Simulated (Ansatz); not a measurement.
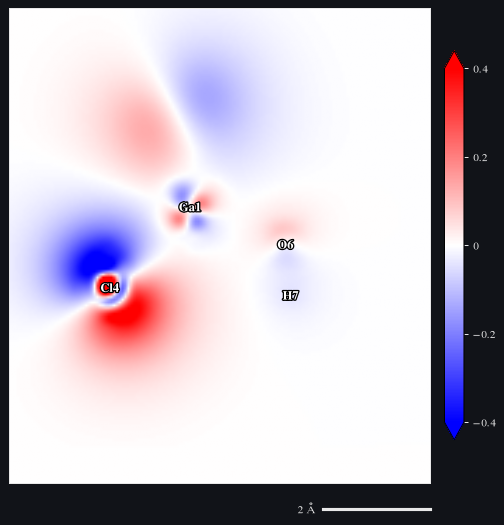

*Cl$_{2}$GaH$_{3}$O. The HOMO−1 on the plane of atoms Cl4, Ga1 and O6 (values in Å⁻³ᐟ²; the overall sign is arbitrary).*

A transition-state structure; geometry: PBE0-D4/def2-TZVP.

All numbers below come from RKS PBE0-D4/def2-TZVPP (Ansatz 0.2.0).

Input

```
crystal:
  periodic: [false, false, false]
  atoms:
    - {symbol: Ga, position_ang: [0.132648, -0.612224, -0.263716]}
    - {symbol: H, position_ang: [0.974244, 0.929250, -0.694333]}
    - {symbol: Cl, position_ang: [-0.649894, -1.583492, -1.977673]}
    - {symbol: Cl, position_ang: [1.221670, -1.669016, 1.231587]}
    - {symbol: H, position_ang: [0.197434, 1.211663, -0.137760]}
    - {symbol: O, position_ang: [-0.917978, 0.823610, 0.441114]}
    - {symbol: H, position_ang: [-0.958125, 0.900010, 1.400680]}
basis:
  gaussian: {orbitals: def2-TZVPP}
hamiltonian: {xc: pbe0, dispersion: d4}
output: {orbitals: {seedname: orbitals}}
```

Run with:

```sh
ansatz run in.yaml --threads 4 --pin off --events-out ev --progress --plain --max-ram 9574MiB
```

**Where does this orbital lie, and at what energy?**

Its weight (Hirshfeld) is mainly on Cl4 (about 50 %) and Cl3 (about 45 %); largely a combination of lone pairs on Cl4 and Cl3. Its energy is −9.22 eV.
